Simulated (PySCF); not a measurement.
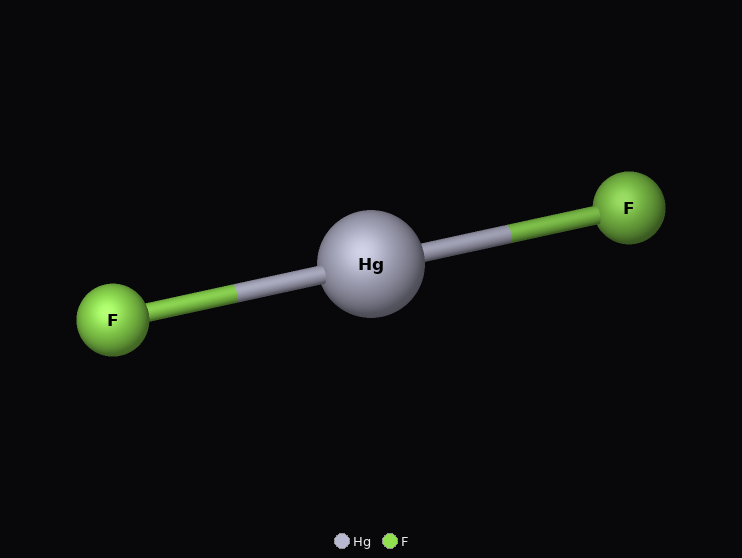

A metal compound. The species is neutral and a spin singlet. Computed geometry: PBE/def2-TZVP with core potentials optimisation.

Describe the coordination sphere.

Hg binds 2 atoms: 2 F at 1.94 Å. The arrangement is linear.

Give the formal oxidation state and the d-electron count.

Hg(II), d¹⁰, counting the ligands as closed-shell ions or neutral donors.
